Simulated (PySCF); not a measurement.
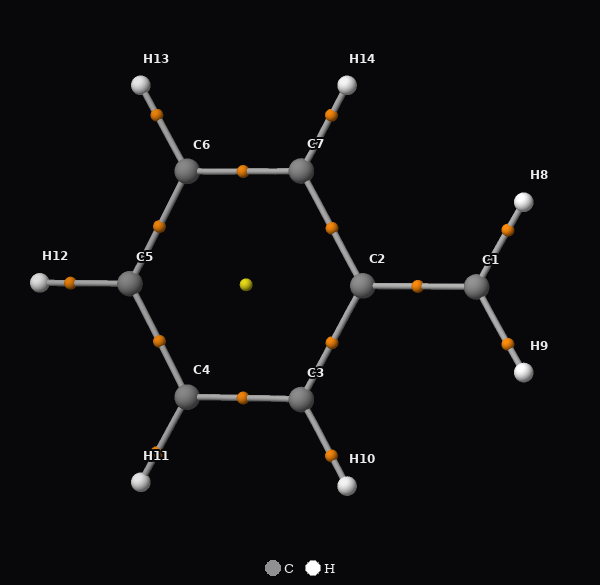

Figure. C₇H₇, charge +1, SMILES `[CH2+]c1ccccc1`. Molecular graph of the electron density (QTAIM): bond paths, bond critical points (orange), ring points (yellow, if any); weak paths are dashed.

Computed with PySCF, B3LYP/def2-SVP, geometry: GFN2-xTB. No frequency check shows the geometry to be a minimum.

Geometry (Å), atoms numbered from 1:

```
C1      -2.3518    0.0001    0.0000
C2      -0.9881   -0.0000    0.0000
C3      -0.2509    1.2359    0.0000
C4       1.1182    1.2216    0.0000
C5       1.8048    0.0000    0.0000
C6       1.1181   -1.2216    0.0000
C7      -0.2510   -1.2358    0.0000
H8      -2.9176   -0.9208    0.0000
H9      -2.9176    0.9210    0.0000
H10     -0.7986    2.1669    0.0000
H11      1.6754    2.1464    0.0000
H12      2.8862   -0.0000    0.0000
H13      1.6752   -2.1465    0.0000
H14     -0.7988   -2.1668    0.0000
```

How many critical points of each kind are there, and does the count close?

Answer. 14 nuclei, 14 bond, 1 ring and 0 cage critical points: 14 − 14 + 1 − 0 = 1, as the Poincaré–Hopf relation requires.

Tabulate density, Laplacian, ellipticity and energy density at the bond critical points (atomic units).

Answer.
```
            bond  length (Å)  ρ (a.u.)  ∇²ρ (a.u.)     ε  H (a.u.)
           C1–C2       1.364     0.330       −0.91  0.19    −0.336
 C3–C4 (2 alike)       1.369     0.325       −0.87  0.21    −0.326
 C4–C5 (2 alike)       1.401     0.308       −0.81  0.14    −0.293
 C1–H8 (2 alike)       1.081     0.291       −1.23  0.02    −0.333
          C5–H12       1.081     0.291       −1.20  0.01    −0.328
C3–H10 (2 alike)       1.080     0.289       −1.17  0.00    −0.325
 C2–C7 (2 alike)       1.439     0.289       −0.73  0.10    −0.258
C6–H13 (2 alike)       1.080     0.288       −1.16  0.01    −0.322
```

What kind of interaction is C3–H10?

Answer. Shared-shell (covalent): ρ = 0.289, ∇²ρ = −1.17, H = −0.325 a.u.
